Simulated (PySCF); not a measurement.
Molecule: C4H14Si2, SMILES C[SiH2]C[SiH](C)C, singlet. Atoms near the plane z = 0.6 Å, at the GFN2-xTB optimised geometry (x, y, z in Å): Si1 (-1.7, 0.7, 0.0), C2 (-2.3, 2.5, 0.0), C3 (0.2, 0.7, 0.0), Si4 (1.0, -1.0, 0.2), C5 (2.9, -0.8, 0.1), H7 (-2.2, 0.1, 1.2), H9 (-2.0, 3.1, 0.9), H10 (-3.4, 2.6, 0.0), H12 (0.5, 1.4, 0.8), H14 (0.7, -1.5, 1.5), H15 (3.4, -1.7, 0.2), H16 (3.3, -0.1, 0.8).

Method: PBE0/def2-SVP (PySCF 2.14.0). The values are rescaled to run from 0 to 1.

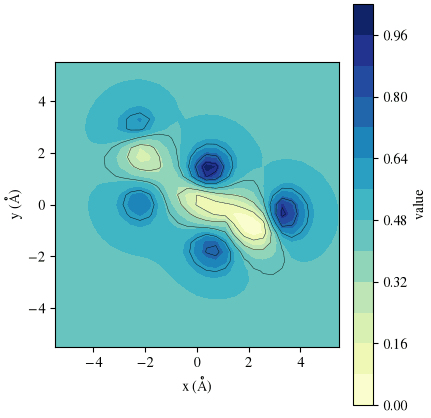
Figure. a field on the plane z = 0.6 Å.

Q: Which quantity is mapped?
(A) electrostatic potential
(B) an orbital amplitude
(C) deformation density (molecule minus spherical neutral atoms)
(D) electron localisation function

A: B, an orbital amplitude. In full: HOMO−1 amplitude (bohr^(-3/2)).
